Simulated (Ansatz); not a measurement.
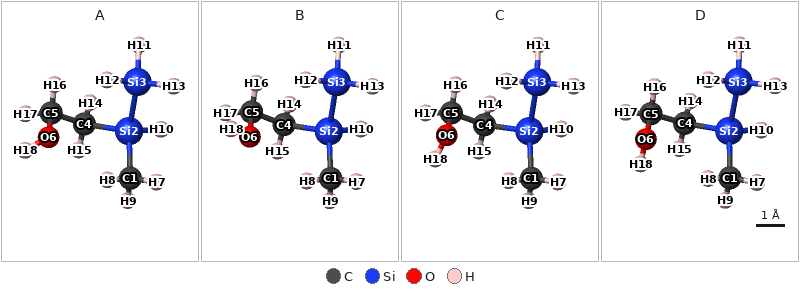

4 geometries from a converged minimum-energy path of C3H12OSi2, shuffled. A ball-and-stick model, seen from a free direction.

Method: RKS PBE0/6-31G in Ansatz 0.2.0. Settings: 7 movable images; climbing image; force threshold 0.03 eV/Å; iteration limit 16; starting path by image-dependent pair potential.

Q: Which of them lies highest in energy?

A: A. In order along the path, whose images run from 0 to 8: B (image 0, 0.000 eV), A (image 4, +0.068 eV), C (image 6, +0.023 eV), D (image 8, +0.013 eV). The motion is a rotation about the C5–O6 bond by about 120°. No bond forms or breaks between the ends. Among the angles between lasting bonds that change up to the highest image: O6–C5–H16 110.5° → 107.5°, C4–C5–O6 107.0° → 109.8°.
